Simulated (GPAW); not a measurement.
# Near-edge structure at the Fe K edge of FeB2W2 (Immm)

What does one-electron theory with a core hole give for the Fe K edge of FeB2W2 (Immm)?

Method: X-ray absorption from dipole matrix elements to empty bands, plane-wave PAW LDA, without spin-orbit coupling, in GPAW 26.7.0.

### Step 1. Set-up

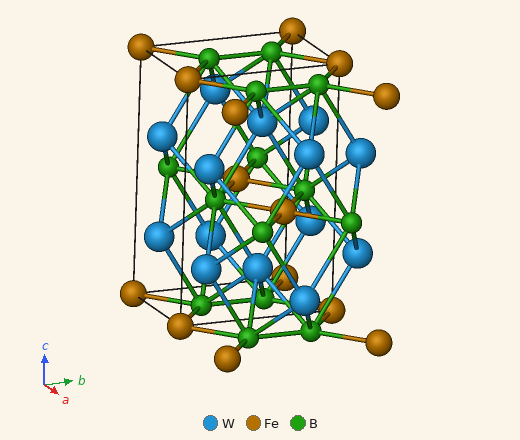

The starting structure, seen slightly off an axis (tungsten blue, iron orange, boron green). 2×1×1 cells are drawn. This picture shows the conventional cell, with its axes. Some periodic images of atoms are drawn too.

### Step 2. The field without a hole

A plain self-consistent run shows whether there is a gap and which moments survive; both decide the set-up of the core-hole run.

The input, scf.py:

```python
import numpy as np
from ase import Atoms
from ase.parallel import parprint, paropen
from gpaw import GPAW, PW, FermiDirac, Mixer, MixerDif, setup_paths
from gpaw.test import gen
setup_paths.insert(0, '.')
gen('Fe', name='nch1s', xcname='LDA', corehole=(1, 0, 0), write_xml=True)
from gpaw.mpi import world
world.barrier()

atoms = Atoms('W2FeB2',
    cell=[[-1.57602716, 2.28139065, 3.54961874],
     [1.57602716, -2.28139065, 3.54961874],
     [1.57602716, 2.28139065, -3.54961874]],
    scaled_positions=[[0.29680223, 0.79680223, 0.5],
     [0.70319777, 0.20319777, 0.5],
     [0, 0, 0],
     [0.2934348, 0.5, 0.7934348],
     [0.7065652, 0.5, 0.2065652]],
    magmoms=[0.0, 0.0, 4.0, 0.0, 0.0],
    pbc=True)
atoms.calc = calc = GPAW(legacy_gpaw=True, mode=PW(430), xc='LDA', setups={2: 'nch1s'},
    kpts={'size': (9, 9, 9), 'gamma': True}, occupations=FermiDirac(0.05),
    charge=0, mixer=MixerDif(0.05, 8, 50), maxiter=150,
    convergence={'density': 0.0001}, txt='scf.txt')
energy = atoms.get_potential_energy() + calc.get_reference_energy()
ef = calc.get_fermi_level()
out = dict(energy=energy, fermi=ef, forces=atoms.get_forces().tolist(), magmoms=atoms.get_magnetic_moments().tolist())
parprint(f'all-electron energy {energy:.4f} eV, Fermi level {ef:.4f} eV')
ev = np.array([[calc.get_eigenvalues(k, s) for k in range(len(calc.get_ibz_k_points()))] for s in range(calc.get_number_of_spins())])
out['homo'], out['lumo'], out['counts'] = ev[ev < ef].max(), ev[ev > ef].min(), sorted(set((ev < ef).sum((0, 2)).tolist()))
out['filled'] = (ev[:, 0] < ef).sum(1).tolist()
import json
with paropen('out.json', 'w') as f:
    json.dump(out, f)
```

Launch:

```bash
$ OMP_NUM_THREADS=1 mpirun -n 4 gpaw python scf.py
```

Numbers of over 12 decimals in the logs are rounded to 6 here.

The program printed:

```text
Input parameters:
  convergence: {density: 0.0001}
  kpts: {gamma: True,
         size: (9, 9, 9)}
  maxiter: 150
  mixer: {backend: pulay,
          beta: 0.05,
          method: difference,
          nmaxold: 8,
          weight: 50}
  mode: {ecut: 430.0,
         name: pw}
  occupations: {fixmagmom: False,
                name: fermi-dirac,
                width: 0.05}
  setups: {2: nch1s}

Initialize ...

[... PAW data sets ...]

Reference energy: -912915.380363  # eV

Spin-polarized calculation.
Initial magnetic moment: 4.000000

[... convergence settings ...]
Symmetries present (total): 8
  [... symmetry matrices ...]

729 k-points: 9 x 9 x 9 Monkhorst-Pack grid
125 k-points in the irreducible part of the Brillouin zone
       k-points in crystal coordinates                weights
   0:     0.00000000    0.00000000    0.00000000          1/729
   1:     0.11111111   -0.11111111   -0.11111111          2/729
   2:     0.11111111   -0.11111111    0.00000000          4/729
   3:     0.11111111   -0.11111111    0.11111111          2/729
   4:     0.11111111    0.00000000   -0.11111111          4/729
   5:     0.11111111    0.00000000    0.00000000          4/729
   6:     0.11111111    0.11111111   -0.11111111          2/729
   7:     0.22222222   -0.22222222   -0.22222222          2/729
   8:     0.22222222   -0.22222222   -0.11111111          4/729
   9:     0.22222222   -0.22222222    0.00000000          4/729
          ...
 124:     0.44444444    0.44444444    0.44444444          8/729

Wave functions: Plane wave expansion
  Cutoff energy: 430.000 eV
  Number of coefficients (min, max): 1021, 1059
  Pulay-stress correction: 0.000000 eV/Ang^3 (de/decut=0.000000)
  Using FFTW library
  Wavefunction extrapolation:
    Improved wavefunction reuse through dual PAW basis

Occupation numbers: Fermi-Dirac:
  width: 0.0500  # eV

Eigensolver
   Davidson(niter=2)

Densities:
  Coarse grid: 24*24*24 grid
  Fine grid: 48*48*48 grid
  Total Charge: 0.000000

Density mixing:
  Method: difference
  Backend: pulay
  Linear mixing parameter: 0.05
  old densities: 8
  Width of damping distribution: 1.1
  Damping of long wavelength oscillations: 50

[... Hamiltonian set-up ...]
Number of atoms: 5
Number of atomic orbitals: 43
Number of bands in calculation: 32
Number of valence electrons: 42
Bands to converge: occupied

... initialized

Initializing position-dependent things.

Density initialized from atomic densities
Creating initial wave functions:
  32 bands from LCAO basis set

        B
         W
           W
            B
       Fe

Atomic positions and initial magnetic moments

Positions:
   0 W      1.576027    0.000000    2.107070    ( 0.0000,  0.0000,  0.0000)
   1 W     -0.000000    2.281391    1.442549    ( 0.0000,  0.0000,  0.0000)
   2 Fe     0.000000    0.000000    0.000000    ( 0.0000,  0.0000,  4.0000)
   3 B      1.576027    1.338879    0.000000    ( 0.0000,  0.0000,  0.0000)
   4 B      0.000000    0.942512    3.549619    ( 0.0000,  0.0000,  0.0000)

Unit cell:
           periodic     x           y           z      points  spacing
  1. axis:    yes   -1.576027    2.281391    3.549619    24     0.1599
  2. axis:    yes    1.576027   -2.281391    3.549619    24     0.1200
  3. axis:    yes    1.576027    2.281391   -3.549619    24     0.1081

  Lengths:   4.504264   4.504264   4.504264
  Angles:  139.038009 119.138616  75.991325

Effective grid spacing dv^(1/3) = 0.1546

iter:   1   -54.501899                   +4.0059
iter:   2   -54.594894   -0.91  -1.12    +2.4013
iter:   3   -53.802230   -1.23  -1.17    +1.0601
iter:   4   -53.563724   -1.55  -1.33    +0.7264
iter:   5   -53.117612   -1.53  -1.44    +0.9001
iter:   6   -53.116793   -2.65  -1.70    +0.9334
iter:   7   -53.180056   -2.09  -1.79    +0.7310
iter:   8   -53.177933   -2.74  -2.27    +0.5436
iter:   9   -53.183858c  -2.99  -2.47    +0.5215
iter:  10   -53.191000c  -3.06  -2.51    +0.4048
iter:  11   -53.178682c  -3.82  -2.59    +0.4817
iter:  12   -53.180962c  -4.24  -2.93    +0.4441
iter:  13   -53.194503c  -3.70  -3.43    +0.2416
iter:  14   -53.201747c  -3.46  -3.09    +0.0216
iter:  15   -53.200476c  -4.51  -2.97    +0.0447
iter:  16   -53.200570c  -5.13  -3.51    +0.0430
iter:  17   -53.200582c  -5.45  -3.50    +0.0346
iter:  18   -53.200622c  -4.98  -3.62    +0.0021
iter:  19   -53.200614c  -5.77  -4.02c   -0.0011
iter:  20   -53.200631c  -6.29  -4.11c   -0.0009
iter:  21   -53.200588c  -6.25  -3.97    -0.0007
iter:  22   -53.200589c  -6.75  -4.69c   -0.0002
iter:  23   -53.200589c  -7.08  -4.95c   -0.0002
iter:  24   -53.200589c  -7.41c -5.29c   -0.0002

Converged after 24 iterations.

Dipole moment: (0.000000, -0.000000, -0.000000) |e|*Ang

Total magnetic moment: (0.000000, 0.000000, -0.000155)
Local magnetic moments:
   0 W  ( 0.000000,  0.000000,  0.000009)
   1 W  ( 0.000000,  0.000000,  0.000009)
   2 Fe ( 0.000000,  0.000000, -0.000144)
   3 B  ( 0.000000,  0.000000,  0.000001)
   4 B  ( 0.000000,  0.000000,  0.000001)

Energy contributions relative to reference atoms: (reference = -912915.380363)

Kinetic:        +29.088931
Potential:      -28.958273
External:        +0.000000
XC:             -53.387832
Entropy (-ST):   -0.021870
Local:           +0.067521
SIC:             +0.000000
--------------------------
Free energy:    -53.211524
Extrapolated:   -53.200589

Spin contamination: 0.000029 electrons
Showing only first 2 kpts
                      Up                     Down
 Kpt  Band  Eigenvalues  Occupancy  Eigenvalues  Occupancy
  0    19     13.47875    0.99999     13.47865    0.99999
  0    20     13.76591    0.99763     13.76583    0.99763
  0    21     14.29023    0.01161     14.29019    0.01161
  0    22     16.47719    0.00000     16.47716    0.00000

  1    19     13.15408    1.00000     13.15401    1.00000
  1    20     13.33163    1.00000     13.33156    1.00000
  1    21     13.83972    0.98970     13.83961    0.98973
  1    22     16.77449    0.00000     16.77446    0.00000

Fermi level: 14.06800

No gap
No difference between direct/indirect transitions

Forces in eV/Ang:
  0 W     0.00000    0.00000    0.10980
  1 W     0.00000    0.00000   -0.10980
  2 Fe    0.00000    0.00000    0.00000
  3 B     0.00000    0.09503    0.00000
  4 B     0.00000   -0.09503    0.00000
Scalar-relativistic atomic LDA calculation for Fe (Iron, Z=26)
Core hole in 1s state (1s occupation: 2.0)
600 radial gridpoints.
|------------------------------------------------|
|------------------------------------------------|
[... the atom generator's iteration count ...]

Energy contributions:
-------------------------
Kinetic:    +1284.264080
XC:           -53.235167
Potential:  -2501.009771
-------------------------
Total:      -1269.980858

state      eigenvalue         ekin         rmax
-----------------------------------------------
1s^2.0 :  -256.537163   333.052433        0.038
2s^2.0 :   -30.049693    60.753742        0.223
2p^6.0 :   -25.651450    59.336601        0.180
3s^2.0 :    -3.435663    13.232265        0.701
3p^6.0 :    -2.202535    11.546501        0.712
3d^6.0 :    -0.284898     7.086297        0.707
4s^2.0 :    -0.201423     1.185406        2.391
4p^0.0 :    -0.052601     0.544936        3.296
-----------------------------------------------
(units: Bohr and Hartree)

Generating PAW setup
Kinetic energy of the core from tauc = 1248.722333274889
Cutoffs:
rc(s)=2.200
rc(p)=2.000
rc(d)=2.000
rc(vbar)=1.800
rc(comp)=2.000
rc(nct)=2.200

Kinetic energy of the core states: 1239.375486
Charge: 0.0
Core electrons: 18.0
Valence electrons: 8.0
Pseudo-core charge: 0.898909
Shape function alpha=2.500
Pseudo-electron charge 4.996357
state    eigenvalue         norm
--------------------------------
4s(2) :    -0.201423     1.027602
*s    :     0.798577
4p(0) :    -0.052601     0.991270
*p    :     0.947399
3d(6) :    -0.284898     0.340374
*d    :     0.715102
--------------------------------

Diagonalizing with gridspacing h=0.050

state   all-electron     PAW
-------------------------------
4s:      -0.201423    -0.201507
4p:      -0.052601    -0.052622
3d:      -0.284898    -0.285412
*f:                    0.070434
-------------------------------
all-electron energy -912968.5810 eV, Fermi level 14.0680 eV
```

Elapsed: 2.1 min, on 4 MPI ranks of Arm Neoverse V1, shared host; peak memory 0.36 GiB; 8.4 min of CPU time.

The mesh shows no gap, so the system is treated as a metal and the core electron is put at the Fermi level (neutral cell).

### Step 3. Reference energy of the supercell

The photon energy needs a difference of total energies, so the cell and mesh of the coming hole run are first run without a hole.

The input, scf.py:

```python
import numpy as np
from ase import Atoms
from ase.parallel import parprint, paropen
from gpaw import GPAW, PW, FermiDirac, Mixer, MixerDif, setup_paths
from gpaw.test import gen
setup_paths.insert(0, '.')
gen('Fe', name='nch1s', xcname='LDA', corehole=(1, 0, 0), write_xml=True)
from gpaw.mpi import world
world.barrier()

atoms = Atoms('W10Fe5B10',
    cell=[[4.72808148, 2.28139065, -3.54961874],
     [-4.72808148, -2.28139065, -3.54961874],
     [-6.30410864, 4.5627813, 0]],
    scaled_positions=[[0.80319777, 0.60319777, 0.9],
     [0.40319777, 0.00319777, 0.3],
     [0.60319777, 0.80319777, 0.1],
     [0.20319777, 0.20319777, 0.5],
     [0.00319777, 0.40319777, 0.7],
     [0.99680223, 0.59680223, 0.3],
     [0.59680223, 0.99680223, 0.7],
     [0.79680223, 0.79680223, 0.5],
     [0.39680223, 0.19680223, 0.9],
     [0.19680223, 0.39680223, 0.1],
     [0, 0, 0],
     [0.6, 0.4, 0.4],
     [0.8, 0.2, 0.2],
     [0.4, 0.6, 0.6],
     [0.2, 0.8, 0.8],
     [0.21737392, 0.78262608, 0.07606088],
     [0.81737392, 0.18262608, 0.47606088],
     [0.01737392, 0.98262608, 0.27606088],
     [0.61737392, 0.38262608, 0.67606088],
     [0.41737392, 0.58262608, 0.87606088],
     [0.58262608, 0.41737392, 0.12393912],
     [0.18262608, 0.81737392, 0.52393912],
     [0.38262608, 0.61737392, 0.32393912],
     [0.98262608, 0.01737392, 0.72393912],
     [0.78262608, 0.21737392, 0.92393912]],
    magmoms=[0.0, 0.0, 0.0, 0.0, 0.0, 0.0, 0.0, 0.0, 0.0, 0.0, 4.0, 4.0, 4.0, 4.0, 4.0, 0.0, 0.0, 0.0, 0.0, 0.0, 0.0, 0.0, 0.0, 0.0, 0.0],
    pbc=True)
atoms.calc = calc = GPAW(legacy_gpaw=True, mode=PW(430), xc='LDA', setups={10: 'nch1s'},
    kpts={'size': (3, 3, 3), 'gamma': True}, occupations=FermiDirac(0.1),
    charge=0, mixer=MixerDif(0.05, 8, 50), maxiter=150,
    convergence={'density': 0.0001}, txt='scf.txt')
energy = atoms.get_potential_energy() + calc.get_reference_energy()
ef = calc.get_fermi_level()
out = dict(energy=energy, fermi=ef, forces=atoms.get_forces().tolist(), magmoms=atoms.get_magnetic_moments().tolist())
parprint(f'all-electron energy {energy:.4f} eV, Fermi level {ef:.4f} eV')
ev = np.array([[calc.get_eigenvalues(k, s) for k in range(len(calc.get_ibz_k_points()))] for s in range(calc.get_number_of_spins())])
out['homo'], out['lumo'], out['counts'] = ev[ev < ef].max(), ev[ev > ef].min(), sorted(set((ev < ef).sum((0, 2)).tolist()))
out['filled'] = (ev[:, 0] < ef).sum(1).tolist()
import json
with paropen('out.json', 'w') as f:
    json.dump(out, f)
```

The program printed:

```text
Input parameters:
  convergence: {density: 0.0001}
  kpts: {gamma: True,
         size: (3, 3, 3)}
  maxiter: 150
  mixer: {backend: pulay,
          beta: 0.05,
          method: difference,
          nmaxold: 8,
          weight: 50}
  mode: {ecut: 430.0,
         name: pw}
  occupations: {fixmagmom: False,
                name: fermi-dirac,
                width: 0.1}
  setups: {10: nch1s}

Initialize ...

[...]
*s    :     0.798577
4p(0) :    -0.052601     0.991270
*p    :     0.947399
3d(6) :    -0.284898     0.340374
*d    :     0.715102
--------------------------------

Diagonalizing with gridspacing h=0.050

state   all-electron     PAW
-------------------------------
4s:      -0.201423    -0.201507
4p:      -0.052601    -0.052622
3d:      -0.284898    -0.285412
*f:                    0.070434
-------------------------------
all-electron energy -4564843.0190 eV, Fermi level 14.0861 eV
[key lines of the parts left out:]
Converged after 25 iterations.
Dipole moment: (0.000000, 0.000000, -0.000000) |e|*Ang
Free energy:   -266.318727
Fermi level: 14.08609
```

Wall time 4.9 min (4 MPI ranks); peak memory 0.53 GiB; 19 min of CPU time.

Reference energy: -4564843.019 eV with the cores included.

(Part 1 of 3 ends here.)

[Banner, clock and machine lines of the logs are left out without a mark of their own.]

[Logs are printed without paths, hosts, clocks, repeated set-up lines and the standing remarks that a program may print on its own settings, such as how far it seeks lower states.]

[Hosts, paths, dates, database ids (printed as entryN), source tags and the programs' standing remarks are cut or masked in the printed files.]

[Lists of maxima count a maximum above −3 eV only where it reaches 4 % of the highest in the window and stands out from its surroundings by 2 % of it (1.5 % where it reaches 55 %); shoulders and weaker maxima are passed over, and of the rest the first, up to two pre-edge ones and the few strongest are named.]
